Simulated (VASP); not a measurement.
Consider the following.

```
Mg3Sb
1.0
   -2.16602     2.16602     4.78174
    2.16602    -2.16602     4.78174
    2.16602     2.16602    -4.78174
Mg Sb
3 1
Cartesian
  0.00000   0.00000   4.78174
  2.16602   0.00000   2.39087
  0.00000   2.16602   2.39087
  0.00000   0.00000   0.00000
```

These are PBEsol GGA, VASP's PBE PAW potentials (set 64) (plane waves; VASP) values and carry that method's errors. Run with 400 eV cut-off, 11×11×11 Γ-centred mesh, tetrahedra with Blöchl corrections, potentials Mg Sb.

Unless said otherwise, spin-orbit coupling is left out, though it shifts the bands of the heavy elements here.

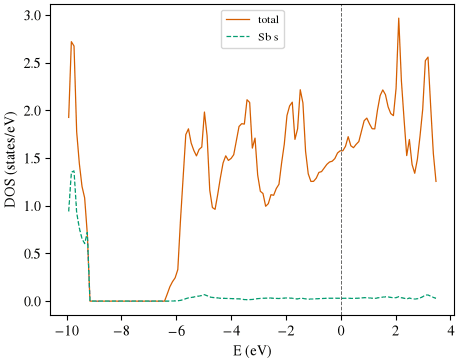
Figure. Total and projected density of states, zero at the Fermi level

Within 2 eV below the Fermi level the largest weight inside VASP's projection spheres is Sb p, then Mg s.

It has no gap at this level: it comes out as a metal or semimetal.

The structure comes from a computed database's Mg3Sb entry (I4/mmm); how it stands against other phases isn't given here. It was relaxed first. The electron count is odd and the run is not spin-polarised, which forces a metal.
